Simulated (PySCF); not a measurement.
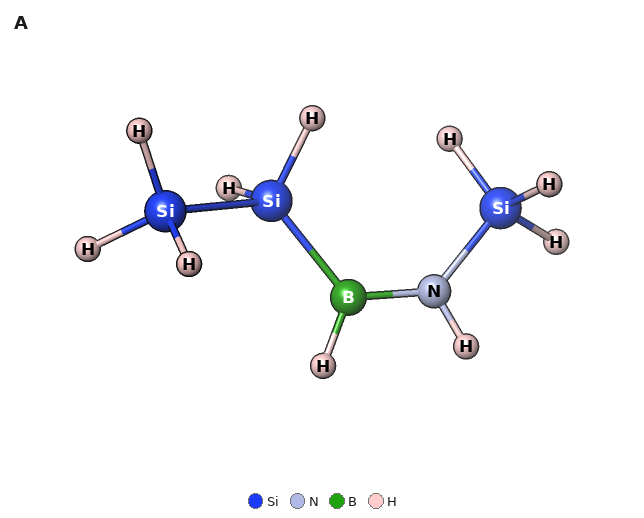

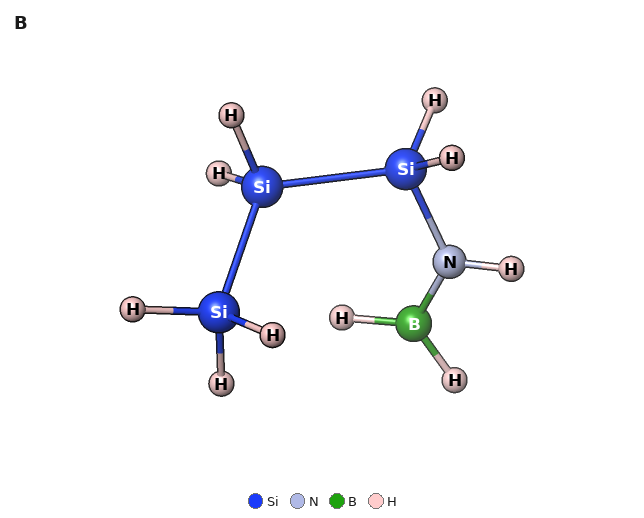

2 stationary structures of one formula. Geometries: GFN2-xTB. Electronic energies: PBE0/pcSseg-1 (PySCF 2.14.0), without zero-point energy. No frequency run is at hand to confirm each as a minimum. Each is one conformer, not always the lowest.

### How are they related?

They are constitutional isomers of BH10NSi3: A `[SiH3]NB[SiH2][SiH3]`, B `BN[SiH2][SiH2][SiH3]`.

### Rank them by energy, lowest first.

B is lowest; A lies 25.4 kJ/mol above it.

The geometry is semi-empirical. Around B, Si such bond lengths and angles can be off by a tenth of an ångström or more and by several degrees, and values that hang on the shape move with them.
